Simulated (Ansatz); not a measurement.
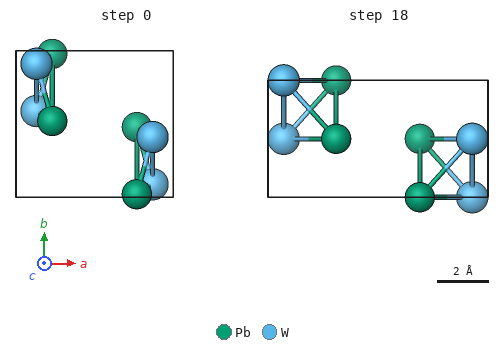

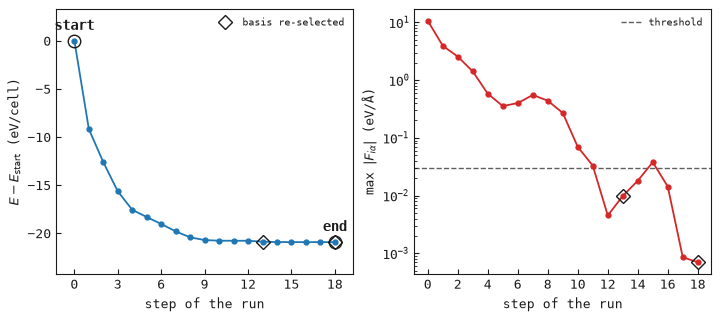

First and last geometry of a relaxation of crystalline PbW (a generated structure, set up in Pbcm), with the history of the run. Style: ball-and-stick. Shown: the cell of the calculation, along the c axis.

The start is a swapped structure.

Method: Ansatz, DFT, PAW plane waves, r2SCAN. (plane-wave cutoff 500 eV; k-point mesh 5 × 5 × 5; occupations fermi dirac; smearing width 0.1076 eV; no spin polarisation; cell and atoms relaxed; force threshold 0.03 eV/Å; at most 80 steps)

### Read the history and describe the run.

It converged. After 16 accepted moves (18 points after the start) the energy has fallen by 20.906 eV per cell of the calculation. The largest force component goes from 11 to 0.0007 eV/Å. The pressure goes from 42.81 to 0.01 GPa. The SCF was repeated twice at an unchanged geometry on a basis and grid sized afresh for the cell, which shifted the energy by 0.101 eV per cell of the calculation at most. The largest moves relative to the cell, 0.70 Å, are those of Pb atoms. Largest moves by element: Pb 0.70 Å, W 0.66 Å. The drawn cell changes as follows: a 6.228 → 8.721 Å (+40.0 %), b 5.803 → 4.632 Å (−20.2 %), c 5.048 → 4.632 Å (−8.2 %); the volume changes by +2.5 %. Among the contacts that change: Pb–W 2.341 → 3.327 Å, Pb–W 2.351 → 3.112 Å, Pb–Pb 4.031 → 3.275 Å, W–W 3.328 → 2.631 Å. Bond angles that change, for instance: W–Pb–W 154.6° → 96.2°, W–Pb–W 147.5° → 96.2°, W–Pb–W 96.1° → 63.5°. The space group (tolerance 0.01 Å) goes from Pbcm (No. 57) to P4/nmm (No. 129). The run took 19 min on 2 threads of Arm Neoverse N1, with other jobs on the host, peak memory 1.1 GiB.
